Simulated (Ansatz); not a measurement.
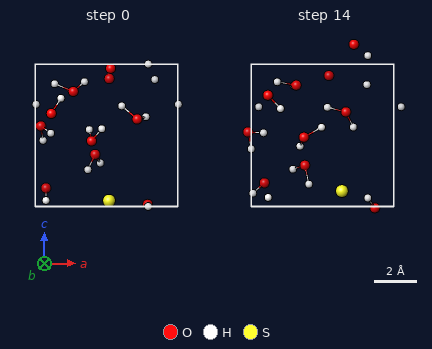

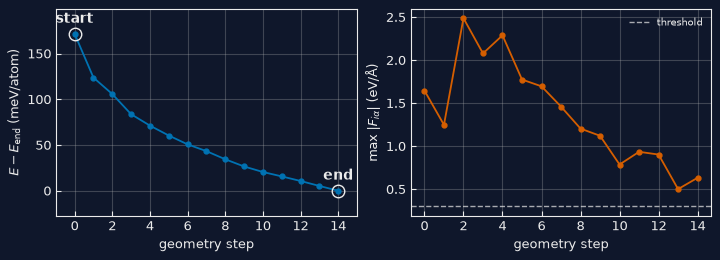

First and last geometry of a relaxation of an amorphous cell of composition H16SO10, with the history of the run. Style: ball-and-stick. Shown: the cell of the calculation, along the b axis.

The cell holds 8 H2O + 1 SO2. The run prepares the start of a later molecular dynamics calculation, from a guessed geometry.

The calculation used Ansatz, DFT PBE-D3(BJ), scalar-relativistic, plane waves, PAW. Set-up: plane-wave cutoff 420 eV; k-point mesh 1 × 1 × 1; occupations fermi dirac; smearing width 0.02 eV; no spin polarisation; atoms relaxed in a fixed cell; force threshold 0.3 eV/Å; at most 15 steps.

Did the run converge, and what did it change?

The relaxation stopped without meeting its thresholds, so the last structure isn't shown to be converged. It used up its limit of 15 steps. After 14 geometry steps the energy has fallen by 172 meV per atom. The largest force component goes from 1.6 to 0.63 eV/Å. The atom that moves furthest is an O atom (1.75 Å roughly along [3 −1 3]). Largest moves by element: O 1.75 Å, H 1.47 Å, S 0.95 Å. The lattice vectors keep their values. Among the contacts that change: H–O 0.969 → 1.003 Å, O–S 1.477 → 1.454 Å, H–O 0.969 → 0.980 Å. Among the angles between lasting bonds that change: H–O–H 104.0° → 100.7°, H–O–H 104.0° → 106.2°. The run took 36 s on 1 thread of Arm Neoverse V1, with other jobs on the host, peak memory 0.37 GiB.

Limits of the set-up: the periodic images lie only 6.8 Å apart, so the values are limited by the cell's size.
